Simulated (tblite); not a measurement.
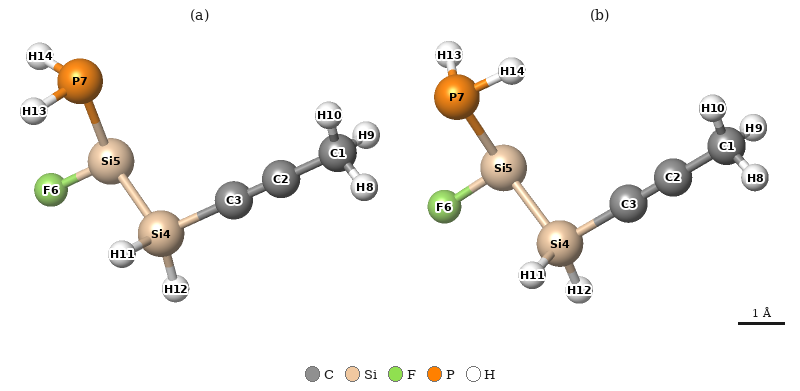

The structure of C3H7FPSi2 (multiplicity 2) before (left) and after (right) a relaxation, at one scale.

Style: ball-and-stick. Shown at a tilt.

All numbers below come from tblite 0.8.0, GFN2-xTB geometry optimisation, gas phase. 

What changed between the two?

After 141 geometry steps the energy has fallen by 6.25 kcal/mol. H14 moves most after the best rigid fit: 2.26 Å. By element the largest moves are H 2.26 Å, P 0.65 Å, F 0.47 Å, C 0.30 Å, Si 0.26 Å. Some distances before and after: Si5–F6 1.603 → 1.645 Å, P7–H14 1.418 → 1.385 Å, Si4–H12 1.500 → 1.469 Å, Si5–P7 2.231 → 2.253 Å. Bond angles that change, for instance: Si4–Si5–F6 111.0° → 102.4°, Si5–Si4–H11 111.0° → 119.0°, F6–Si5–P7 106.8° → 101.1°. Groups turn about Si5–P7 by about 135°. Cost: 1.1 s on 1 thread of Arm Neoverse V2 (shared host).
